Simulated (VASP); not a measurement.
Band structure of SiC (wurtzite). Method: SCAN meta-GGA, VASP's PBE PAW potentials (set 64) (plane waves; VASP).

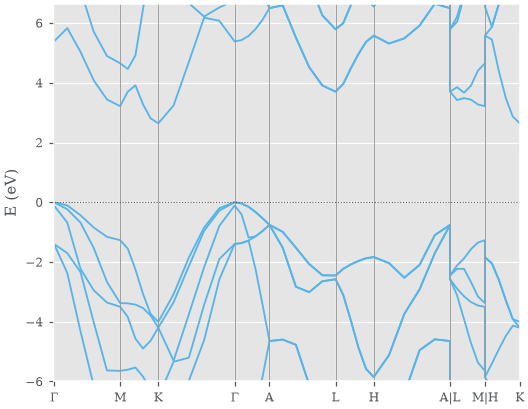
Figure. Bands along high-symmetry lines, zero at the valence-band maximum or, without a gap, the Fermi level

Problem. Read the plot: is there a gap, and where are the band edges?

Solution. The gap is indirect, 2.64 eV, from the valence maximum at Γ to the conduction minimum at K.

Measured: gap 3.33 eV (computed value off by -0.69 eV), as given by Daiki Deguchi et al., Japanese Journal of Applied Physics (2016), arXiv:1512.06930.

The compound is SiC in the wurtzite structure, the rare 2H polytype. It was relaxed first.
